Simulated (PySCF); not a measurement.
# H5LaO4 (La(OH)3(H2O)): the cost of one run

Computed with PySCF 2.14.0. Level: several levels, as the steps say, no spin–orbit coupling.

1 further run of the same task is left out (for a known fault of the program).

### 1 The starting structure

10 atoms, charge 0, spin multiplicity 1.

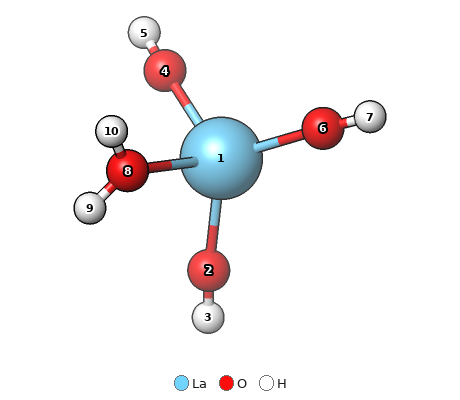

The structure; lanthanum blue, oxygen red, hydrogen white; atoms are numbered from 1 in the order of the file.

Geometry (Å):

```xyz
10
H5LaO4
La    0.1720   -0.2309    0.1323
O     1.3151    1.3159    1.1731
H     1.8740    1.8904    1.6971
O    -1.4752   -1.1504    1.2321
H    -2.1277   -1.6047    1.7657
O     1.1746   -1.4725   -1.3571
H     1.6759   -2.0407   -1.9423
O    -1.2532    1.3830   -1.3613
H    -1.3819    2.3193   -1.1683
H    -1.9788    1.1249   -1.9411
```

Formal oxidation states: La +3. The 4f shell is empty and lies in the core potential. An earlier session relaxed this geometry at PBE0, La lcecp-1-SVP with ECP46, O def2-SVP, H def2-SVP (singlet, point group C1).

At PBE0 on the finer grid: E = -335.126811 Eh, HOMO -6.92 eV, LUMO -0.58 eV, Mulliken charge on La1 +1.08 e, largest force component 0.018 eV/Å. The large-core potential holds the 4f shell empty.

Levels to run: TPSS; CAM-B3LYP; PBE0, TZVP. Hardware: 2 threads of Arm Neoverse V1, shared host.

### 2 TPSS

File run.py (the lines that set the calculation):

```python
mol = gto.M(atom='''
La     0.17196    -0.23086     0.13226
O      1.31505     1.31591     1.17310
H      1.87399     1.89041     1.69712
O     -1.47525    -1.15044     1.23214
H     -2.12766    -1.60469     1.76573
O      1.17462    -1.47249    -1.35712
H      1.67586    -2.04070    -1.94233
O     -1.25317     1.38302    -1.36125
H     -1.38192     2.31932    -1.16835
H     -1.97882     1.12494    -1.94114''',
    basis={'La': 'lcecp-1-SVP', 'O': 'def2-SVP', 'H': 'def2-SVP'},
    ecp={'La': 'lcecp-1-SVP'},
    charge=0, spin=0)
mf = dft.RKS(mol, xc='TPSS')
mf.grids.atom_grid = (75, 302)  # f atoms: unpruned, at least (60, 302)
mf = mf.density_fit()  # fitting sets: La AutoAux, O def2-universal-JKFIT, H def2-universal-JKFIT
mf.conv_tol = 1e-08; mf.max_cycle = 55
mf.kernel(dm0)  # dm0: the density of the relaxed state
```

Launch:

```console
> OMP_NUM_THREADS=2 python run.py
```

**Question.** How long does this run take on 2 threads of Arm Neoverse V1, shared host?

About 17 s.
